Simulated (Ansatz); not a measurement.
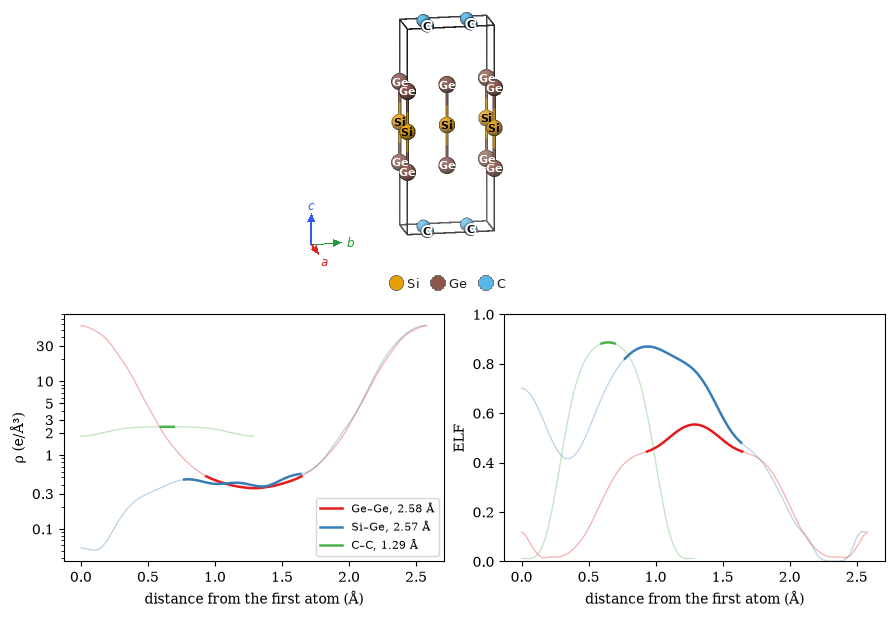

The picture shows: SiGe$_{2}$C$_{2}$. Valence electron density and ELF along straight lines between neighbouring atoms. Thin, pale parts lie inside the atomic spheres. The structure is drawn too.

Space group Cmmm; a structure generated by program, which may or may not match a known phase.

Theory: DFT PBE, scalar-relativistic, plane waves, PAW (Ansatz).

The density is the valence pseudo-density of a PAW calculation; it isn't the true density close to the nuclei.

```xyz
10
Lattice="2.5811 0.0000 0.0000 0.0000 5.4538 0.0000 0.0000 0.0000 13.0537" Properties=species:S:1:pos:R:3 pbc="T T T"
Si    0.0000    0.0000    6.5269
Si    1.2905    2.7269    6.5269
Ge    0.0000    0.0000    3.9587
Ge    1.2905    2.7269    3.9587
Ge    0.0000    0.0000    9.0951
Ge    1.2905    2.7269    9.0951
C     0.6453    1.3635    0.0000
C     1.9358    4.0904    0.0000
C     0.6453    4.0904    0.0000
C     1.9358    1.3635    0.0000
```

**Compare the contacts.**

Ge–Ge (2.58 Å): ρ at the midpoint is about 0.36 e/Å³; the ELF reaches about 0.55 near the midpoint.
Si–Ge (2.57 Å): ρ is about 0.39 e/Å³ halfway; the ELF peaks at about 0.85 in the valence shell of Si, 0.9 Å from its nucleus, and is about 0.80 at the midpoint.
C–C (1.29 Å): ρ at the midpoint is about 2.4 e/Å³; the ELF peaks at about 0.90 between the atoms.
